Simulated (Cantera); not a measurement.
Charge: 1 mol Si3N4, 4.7 mol CO2, 890 mol N2, at 1.40 bar.

These are equilibrium values from Cantera (NASA tables, ideal gas, pure condensed phases), not measurements of a reactor. Candidate condensed phases: C, Si, SiC, SiO2, Si2N2O, Si3N4; 34 gas species. Mutual solubility and eutectic melting of coexisting phases are not modelled. The tables hold silica as quartz up to 1696 K and as liquid above; real silica turns to tridymite and cristobalite and melts near 1996 K. Kinetics and transport are ignored.

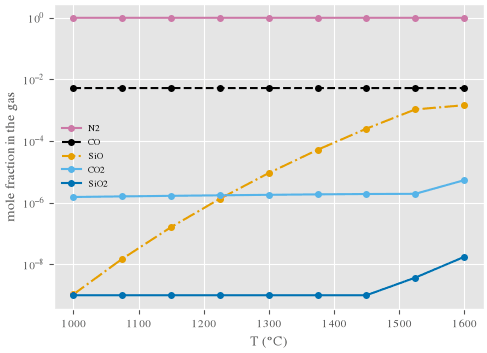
Fig. 1. Equilibrium gas composition (values under 1e-9 drawn at 1e-9)

From 1000 °C to 1375 °C the condensed part is SiO2(β-quartz) + Si2N2O(s). From 1450 °C to 1525 °C the condensed part is SiO2(condensed) + Si2N2O(s). At 1600 °C the condensed part is SiO2(condensed).
